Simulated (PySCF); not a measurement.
**Run report: C$_{2}$H$_{8}$O$_{3}$Si$_{2}$, NMR shielding calculation**

- system: C$_{2}$H$_{8}$O$_{3}$Si$_{2}$, SMILES O=C(CO[SiH3])O[SiH3]
- method: GIAO PBE/pcSseg-1 NMR shielding, non-relativistic, gas phase (PySCF 2.14.0)

Some settings of this run were made unusual or wrong on purpose. The geometry comes from this level: GFN2-xTB. Figures and captions count atoms from 1; the log counts them from 0 in places.

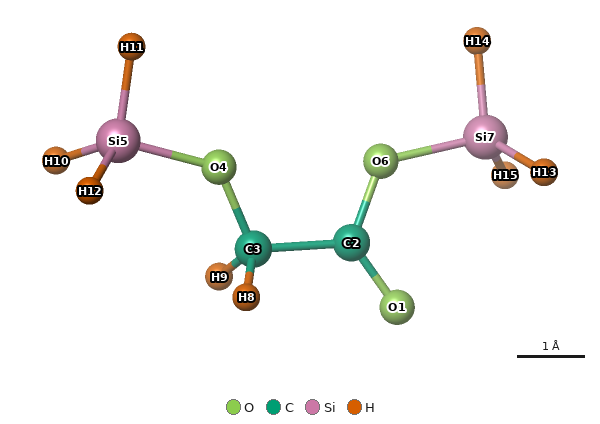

**Figure 1.** The structure (ball-and-stick view, seen at a tilt; atoms are numbered from 1 in the order of the input).

## What the run reported

```tsv
quantity	value
outcome	converged
total energy	−885.084715 hartree
HOMO	−6.47 eV
LUMO	−1.15 eV
dipole moment	1.28 D
isotropic shielding, O	−97.3 to 315.0 ppm
isotropic shielding, C	8.6 to 112.6 ppm
isotropic shielding, Si	371.3 to 374.4 ppm
isotropic shielding, H	26.4 to 27.2 ppm
hardware	1 CPU thread, shared host
wall time	25 s
peak memory	0.67 GiB
```

## Diagnosis

Some settings of this run were drawn to be unusual or wrong. It converged; results that depend on the unusual settings are not reference values.

## The input
```
{"job": {"kind": "nmr", "xc": "PBE", "basis": "pcSseg-1", "pop": true, "scf": {"damp": 0.9, "aux": "cc-pvdz-ri", "max_cycle": 78}}, "charge": 0, "multiplicity": 1}
O      1.148114    -1.000400     1.639046
C      0.641421    -0.524568     0.656767
C     -0.851776    -0.248943     0.556122
O     -1.158808     0.483572    -0.575381
Si    -2.603771     0.984207    -1.117706
O      1.313668    -0.211947    -0.423670
Si     2.956988    -0.442227    -0.566845
H     -1.160719     0.274405     1.470575
H     -1.361933    -1.223082     0.549469
H     -3.486981    -0.155496    -1.385612
H     -2.162520     1.686657    -2.308174
H     -3.264892     1.839089    -0.126492
H      3.636045     0.368572     0.436767
H      3.105167     0.040260    -1.931439
H      3.245584    -1.862109    -0.400996
```

The first line tells a small driver script what to run in PySCF; the rest is the geometry in Å.

Run as:
```bash
OMP_NUM_THREADS=1 python <driver script> task.json out
```

## The program's output
```
damping 0.90 in the first 6 cycles
final grid: 122872 points
cycle   1  E = -884.8078241900  dE =  1.022e+00  |g| = 1.260e+00  |ddm| = 3.553e+00
cycle   2  E = -884.9416258943  dE = -1.338e-01  |g| = 8.951e-01  |ddm| = 2.139e-01
cycle   3  E = -885.0111203621  dE = -6.949e-02  |g| = 6.330e-01  |ddm| = 1.661e-01
cycle   4  E = -885.0464893008  dE = -3.537e-02  |g| = 4.484e-01  |ddm| = 1.266e-01
cycle   5  E = -885.0644066470  dE = -1.792e-02  |g| = 3.200e-01  |ddm| = 9.538e-02
cycle   6  E = -885.0105493619  dE =  5.386e-02  |g| = 6.480e-01  |ddm| = 8.276e-01
cycle   7  E = -884.7720448918  dE =  2.385e-01  |g| = 1.361e+00  |ddm| = 1.346e+00
cycle   8  E = -885.0823323699  dE = -3.103e-01  |g| = 1.124e-01  |ddm| = 8.062e-01
cycle   9  E = -885.0837096219  dE = -1.377e-03  |g| = 7.166e-02  |ddm| = 1.232e-01
cycle  10  E = -885.0846226632  dE = -9.130e-04  |g| = 2.068e-02  |ddm| = 6.026e-02
cycle  11  E = -885.0847131688  dE = -9.051e-05  |g| = 3.245e-03  |ddm| = 1.638e-02
cycle  12  E = -885.0847153314  dE = -2.163e-06  |g| = 7.169e-04  |ddm| = 2.727e-03
cycle  13  E = -885.0847154271  dE = -9.562e-08  |g| = 2.499e-04  |ddm| = 7.238e-04
cycle  14  E = -885.0847154385  dE = -1.142e-08  |g| = 7.041e-05  |ddm| = 2.471e-04
cycle  15  E = -885.0847154393  dE = -8.442e-10  |g| = 2.046e-05  |ddm| = 7.019e-05
converged SCF energy = -885.0847154393

GIAO shielding tensors (ppm)
atom      isotropic    diamagn.    paramagn.     s11        s22        s33       span
  0 O      -97.269     401.860    -499.129   -325.528   -242.946    276.666    602.194
  1 C        8.611     251.554    -242.943    -79.658     37.461     68.029    147.687
  2 C      112.564     244.683    -132.119     87.282     96.842    153.568     66.286
  3 O      315.045     399.264     -84.219    263.251    324.227    357.658     94.408
  4 Si     371.307     881.194    -509.888    324.084    325.484    464.352    140.269
  5 O      135.718     399.188    -263.470    -13.299    181.845    238.607    251.906
  6 Si     374.377     881.047    -506.671    339.739    346.770    436.621     96.882
  7 H       27.185      29.373      -2.188     22.856     27.005     31.695      8.838
  8 H       27.180      29.027      -1.847     23.191     26.950     31.398      8.207
  9 H       26.444      28.791      -2.347     23.389     24.564     31.380      7.991
 10 H       26.517      29.755      -3.239     22.589     25.354     31.607      9.018
 11 H       26.445      28.787      -2.343     23.342     24.537     31.455      8.113
 12 H       26.464      28.965      -2.502     23.249     24.798     31.343      8.094
 13 H       26.877      29.618      -2.741     23.262     26.127     31.243      7.982
 14 H       26.448      28.774      -2.325     23.249     24.819     31.277      8.029
```
